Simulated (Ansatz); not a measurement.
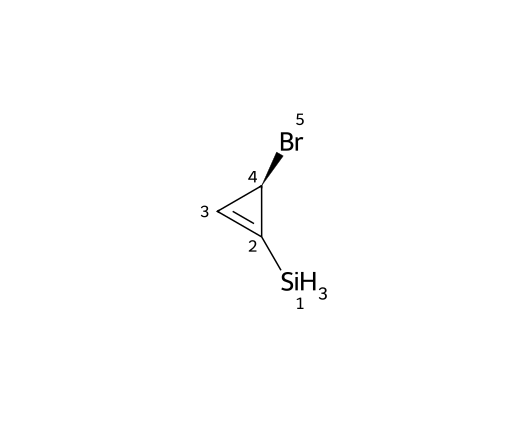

A structural formula, with wedges where it has stereocentres; small numbers name the atoms. The configuration is that of a computed structure (PBE-D4/def2-SVP).

Give the R/S and E/Z labels.

C4: R.

Give a SMILES with the stereochemistry.

[SiH3]C1=C[C@H]1Br
